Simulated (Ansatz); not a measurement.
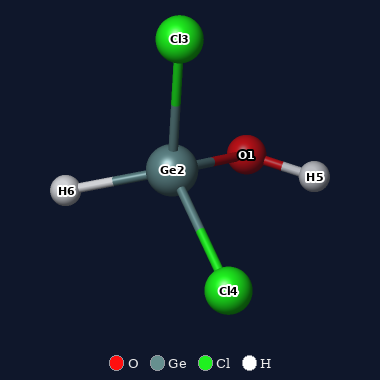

The system is Cl₂GeH₂O, SMILES [OH][GeH]([Cl])[Cl]; the picture shows the grid point nearest to the relaxed geometry. Two internal coordinates are moved rigidly from the geometry relaxed at PBE0-D4/def2-TZVP, all others fixed. First axis: angle H5–O1–Ge2. Second axis: torsion H5–O1–Ge2–Cl3. Grid: 5 × 5 points. Points are written as (first, second). Energies are in eV, from the lowest grid point. These are results of RKS PBE-D4/def2-TZVPP (Ansatz 0.2.0), not measurements.

Its coordinates:

```xyz
6

O    -0.1610    1.2910   -0.6142
Ge   -0.0654   -0.1488    0.3789
Cl    1.8554   -0.2564    1.3095
Cl   -0.2536   -1.8858   -0.8519
H     0.1263    1.1527   -1.5212
H    -1.1768   -0.0845    1.4160
```

Range: angle H5–O1–Ge2 from 89.6 to 137.6°; torsion H5–O1–Ge2–Cl3 from 90 to 378°.

> What will the energy surface look like?

The lowest grid point is at (113.6°, 90°). The highest grid point, (89.6°, 306°), lies 0.345 eV above the lowest.

```tsv
torsion H5–O1–Ge2–Cl3 ↓, angle H5–O1–Ge2 →	89.6	101.6	113.6	125.6	137.6
378	0.282	0.067	0.010	0.066	0.192
306	0.345	0.142	0.095	0.155	0.277
234	0.344	0.148	0.107	0.174	0.301
162	0.340	0.137	0.088	0.147	0.269
90	0.276	0.058	0.000	0.056	0.183
```

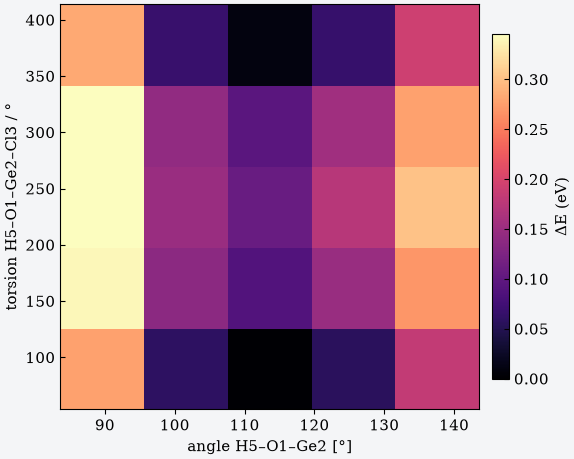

Drawn: one coloured cell a grid point.
